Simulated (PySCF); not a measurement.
Molecule: Ga(H)2(F), H₂FGa, SMILES [F][GaH2]. Atoms near the plane z = 0.0 Å, at the PBE0/def2-SVP optimised geometry (x, y, z in Å): Ga1 (-0.3, -0.2, 0.0), H2 (1.3, -0.2, 0.0), H3 (-1.3, -1.4, 0.0), F4 (-1.0, 1.4, 0.0).

Level of theory: PBE0/def2-TZVP run with PySCF 2.14.0. Cells within 0.4 Å of a nucleus heavier than hydrogen are left out (blank, or x). The values are rescaled to run from 0 to 1.

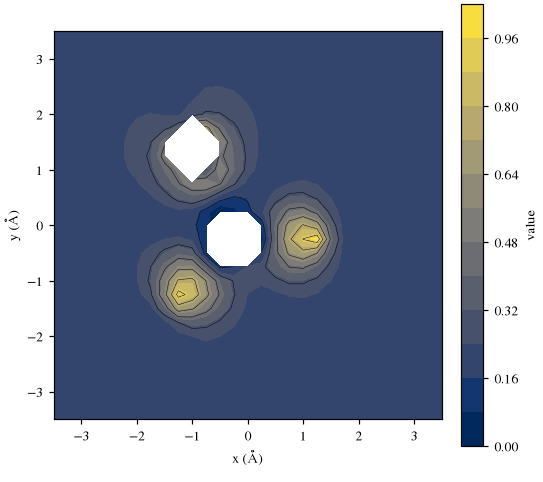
Fig. 1. a field on the plane z = 0.0 Å.

**Question.** Which quantity is mapped?
A. an orbital amplitude
B. electron localisation function
C. log10 of the electron density
D. deformation density (molecule minus spherical neutral atoms)

**Answer.** D, deformation density (molecule minus spherical neutral atoms). In full: deformation density (molecule minus spherical neutral atoms) (e/bohr³).
